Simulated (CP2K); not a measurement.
**C2H4AlN (SMILES [H]/N=[C]1\[CH2][AlH]1) at GFN2-xTB**

Aim: the energy change on altering one bond length of C2H4AlN at GFN2-xTB, from 2 runs. 

The results are computed with CP2K 2026.2.

1 further run of the same task is left out (set aside as unsound or not needed).

### 1 Starting point

C2H4AlN: 8 atoms, total charge 0, spin state singlet. SMILES: `[H]/N=[C]1\[CH2][AlH]1`. The shape comes from GFN2-xTB, which is rough for such elements, and wasn't checked as a minimum.

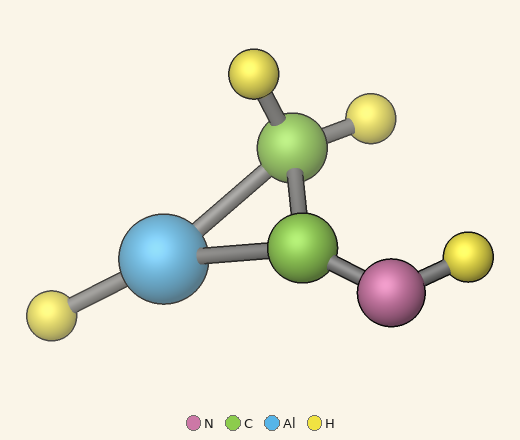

Viewed from a chosen angle; nitrogen pink, carbon green, aluminium blue, hydrogen yellow.

### 2 Energy and gradient at GFN2-xTB

Contents of run.inp:

```
&GLOBAL
   PROJECT run
   RUN_TYPE ENERGY_FORCE
   PRINT_LEVEL MEDIUM
&END GLOBAL

&FORCE_EVAL
   METHOD QS
   &DFT
      CHARGE 0
      MULTIPLICITY 1
      &QS
         METHOD XTB
         EPS_DEFAULT 1.0E-10
         &XTB
            GFN_TYPE TBLITE
            &TBLITE
               METHOD GFN2
            &END TBLITE
            CHECK_ATOMIC_CHARGES F
         &END XTB
      &END QS
      &POISSON
         PERIODIC NONE
         POISSON_SOLVER ANALYTIC
      &END POISSON
      &SCF
         SCF_GUESS ATOMIC
         EPS_SCF 1.0E-07
         MAX_SCF 150
         ADDED_MOS 8
         &DIAGONALIZATION
            ALGORITHM STANDARD
         &END DIAGONALIZATION
         &MIXING
            METHOD DIRECT_P_MIXING
            ALPHA 0.4
         &END MIXING
         &SMEAR ON
            METHOD FERMI_DIRAC
            ELECTRONIC_TEMPERATURE [K] 300
         &END SMEAR
      &END SCF
      &PRINT
         &MOMENTS
            PERIODIC F
            REFERENCE COM
            MAX_MOMENT 1
         &END MOMENTS
         &MO ON
            ENERGIES T
            OCCUPATION_NUMBERS T
            NDIGITS 6
            &EACH
               QS_SCF 0
            &END EACH
            ADD_LAST NUMERIC
         &END MO
         &HIRSHFELD OFF
         &END HIRSHFELD
      &END PRINT
   &END DFT
   &SUBSYS
      &CELL
         ABC [angstrom] 10.9 13 9.9
         PERIODIC NONE
      &END CELL
      &COORD
         N      3.993955     8.049475     3.990080
         C      4.774375     7.144885     4.336200
         C      5.978395     7.240595     5.360070
         Al     5.090385     5.465415     5.283810
         H      4.186665     9.006265     4.287300
         H      6.104085     8.178005     5.909920
         H      6.906045     7.057895     4.795500
         H      4.790935     3.993735     5.731290
      &END COORD
   &END SUBSYS
   &PRINT
      &FORCES ON
      &END FORCES
   &END PRINT
&END FORCE_EVAL
```

Run with:

```
$ OMP_NUM_THREADS=1 cp2k.psmp run.inp > run.out
```

Log:

```text
CP2K| version string:                                       CP2K version 2026.2
[...]
 GLOBAL| Method name                                                        CP2K
[...]
 GLOBAL| Run type                                                   ENERGY_FORCE
[...]
                             - Atoms:                                          8
[...]
                             - Spherical basis functions:                     25
[...]
 Number of electrons:                                                         20
[...]
  *** SCF run converged in    30 steps ***
[...]
  Fermi energy:                                                -0.30130131058055
[...]
 TB_DIPOLE| Moment [Debye]          0.95350982      -1.20588147       0.85382622
 TB_DIPOLE| Derivative [a.u.]       0.00000000       0.00000000       0.00000000
[...]
 ENERGY| Total FORCE_EVAL ( QS ) energy [hartree]            -10.180297207596565
 FORCES| Atomic forces [hartree/bohr]
 FORCES|   Atom     x               y               z               |f|
 FORCES|      1 -1.09641522E-04  6.08509766E-05  6.91489053E-05   1.43198030E-04
 FORCES|      2  2.23363100E-04 -2.15645109E-05  1.25309771E-04   2.57018757E-04
 FORCES|      3 -3.48332116E-04  1.18611789E-04 -2.54949480E-04   4.47664224E-04
 FORCES|      4  2.62581695E-05 -1.07515703E-04 -8.42652777E-05   1.39103396E-04
 FORCES|      5  1.04142646E-05  7.11894138E-06 -5.64163013E-05   5.78094740E-05
 FORCES|      6  1.12061144E-04  1.77220879E-04  1.15473141E-04   2.39372066E-04
 FORCES|      7  7.17084746E-05 -1.80261805E-04  6.34326255E-05   2.04108112E-04
 FORCES|      8  1.41684867E-05 -5.44605675E-05  2.22666157E-05   6.05186054E-05
 FORCES| Sum     1.03205882E-16  1.21417091E-16 -1.12485975E-17
 FORCES| Total atomic force                                       1.59750102E-16
[...]
```

Wall time 0.51 s (1 thread of Arm Neoverse N1, shared host); peak memory 0.14 GiB.

### 3 The distorted shape

Contents of job.inp:

```
&GLOBAL
    PROJECT_NAME job
    RUN_TYPE ENERGY_FORCE
    PRINT_LEVEL MEDIUM
&END GLOBAL

&FORCE_EVAL
    METHOD QUICKSTEP
    &DFT
        # Quickstep
        &QS
            METHOD XTB
            EPS_DEFAULT 1.0E-10
            &XTB
                GFN_TYPE TBLITE
                &TBLITE
                    METHOD GFN2
                &END TBLITE
                CHECK_ATOMIC_CHARGES F
            &END XTB
        &END QS
        &POISSON
            PERIODIC NONE
            POISSON_SOLVER ANALYTIC
        &END POISSON
        &SCF
            SCF_GUESS ATOMIC
            EPS_SCF 1.0E-07
            MAX_SCF 150
            ADDED_MOS 8
            &DIAGONALIZATION
                ALGORITHM STANDARD
            &END DIAGONALIZATION
            &MIXING
                METHOD DIRECT_P_MIXING
                ALPHA 0.4
            &END MIXING
            &SMEAR ON
                METHOD FERMI_DIRAC
                ELECTRONIC_TEMPERATURE [K] 300
            &END SMEAR
        &END SCF
        # extra output
        &PRINT
            &MOMENTS
                PERIODIC F
                REFERENCE COM
                MAX_MOMENT 1
            &END MOMENTS
            &MO ON
                ENERGIES T
                OCCUPATION_NUMBERS T
                NDIGITS 6
                &EACH
                    QS_SCF 0
                &END EACH
                ADD_LAST NUMERIC
            &END MO
            &HIRSHFELD OFF
            &END HIRSHFELD
        &END PRINT
    &END DFT
    # structure
    &SUBSYS
        # box in angstrom
        &CELL
            ABC 11.5 13 9.9
            PERIODIC NONE
        &END CELL
        &COORD
            N      4.015672     8.049475     3.990080
            C      4.796092     7.144885     4.336200
            C      6.000112     7.240595     5.360070
            Al     5.112102     5.465415     5.283810
            H      4.208382     9.006265     4.287300
            H      6.125802     8.178005     5.909920
            H      7.484328     6.948280     4.456773
            H      4.812652     3.993735     5.731290
        &END COORD
    &END SUBSYS
    # extra output
    &PRINT
        &FORCES ON
        &END FORCES
    &END PRINT
&END FORCE_EVAL
```

Run with:

```
$ OMP_NUM_THREADS=1 cp2k.psmp -i job.inp -o job.out
```

Log:

```text
CP2K| version string:                                       CP2K version 2026.2
[...]
 GLOBAL| Method name                                                        CP2K
[...]
 GLOBAL| Run type                                                   ENERGY_FORCE
[...]
                             - Atoms:                                          8
[...]
                             - Spherical basis functions:                     25
[...]
 Number of electrons:                                                         20
[...]
  *** SCF run converged in    30 steps ***
[...]
  Fermi energy:                                                -0.31629999605609
[...]
 TB_DIPOLE| Moment [Debye]          0.09888227      -1.16530116       1.13468083
 TB_DIPOLE| Derivative [a.u.]       0.00000000       0.00000000       0.00000000
[...]
 ENERGY| Total FORCE_EVAL ( QS ) energy [hartree]            -10.109587361270872
 FORCES| Atomic forces [hartree/bohr]
 FORCES|   Atom     x               y               z               |f|
 FORCES|      1  1.55857247E-04  7.48206015E-04  6.02529538E-03   6.07357293E-03
 FORCES|      2  5.51659784E-03 -1.58391522E-03 -5.75387941E-04   5.76825021E-03
 FORCES|      3  2.74738326E-02 -1.25902354E-02 -2.38941803E-02   3.85260608E-02
 FORCES|      4  1.22701124E-02  2.53378119E-03 -4.15756569E-03   1.32007976E-02
 FORCES|      5  1.30053105E-03  1.25221439E-03 -3.17802544E-03   3.65503319E-03
 FORCES|      6  8.59023009E-03  3.57419155E-04 -6.17833412E-03   1.05873327E-02
 FORCES|      7 -5.35788816E-02  9.16568973E-03  3.17741708E-02   6.29627219E-02
 FORCES|      8 -1.72827970E-03  1.16840115E-04  1.84027361E-04   1.74197256E-03
 FORCES| Sum     2.16840434E-17  3.51552554E-17 -9.08019319E-18
 FORCES| Total atomic force                                       4.22911295E-17
[...]
```

Wall time 0.51 s (1 thread of Arm Neoverse N1, shared host); peak memory 0.14 GiB.

### 4 What came out

At GFN2-xTB:

```
                                                         quantity         value
                                        first shape: total energy  -10.18030 Eh
           first shape: dipole moment (from atomic charges alone)        1.76 D
                                         first shape: HOMO energy      -9.22 eV
                                         first shape: LUMO energy      -7.30 eV
                                       first shape: HOMO–LUMO gap       1.92 eV
                            first shape: largest force on an atom    0.023 eV/Å
                                    distorted shape: total energy  -10.10959 Eh
       distorted shape: dipole moment (from atomic charges alone)        1.63 D
                                     distorted shape: HOMO energy      -9.46 eV
                                     distorted shape: LUMO energy      -7.76 eV
                                   distorted shape: HOMO–LUMO gap       1.69 eV
                        distorted shape: largest force on an atom    3.238 eV/Å
energy change with the C3–H7 bond stretched from 1.101 to 1.762 Å      1.924 eV
```

In words: With the C3–H7 bond stretched from 1.101 to 1.762 Å the energy rises by 1.92 eV (186 kJ/mol). The dipole (first shape) comes from point charges on the atoms alone, without atomic dipoles, so it is partial. The dipole (distorted shape) comes from point charges on the atoms alone, without atomic dipoles, so it is partial.
